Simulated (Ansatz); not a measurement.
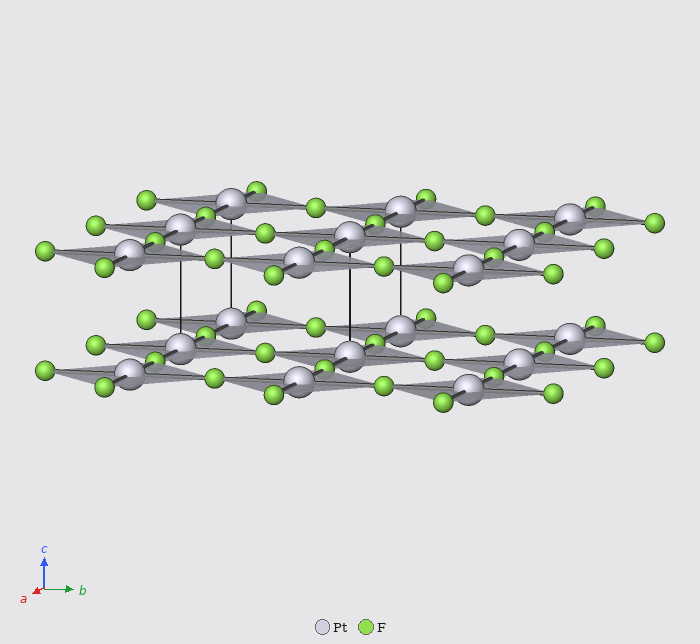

Polyhedra are drawn about Pt (bonds: F–Pt below 2.3 Å); other atoms are plain spheres.

PtF₂ (space group P4/mmm, No. 123). Coordinates: the geometry relaxed with DFT PBE, scalar-relativistic, plane waves, PAW in Ansatz; the starting structure was generated, so it need not be a known form of this composition.

Sharing among the drawn polyhedra:

```csv
site,polyhedron,corner-sharing neighbours,edge-sharing,face-sharing,bond (Å)
Pt,PtF4 square,4,0,0,2.04
```

They form layers of corner-sharing squares parallel to (001).
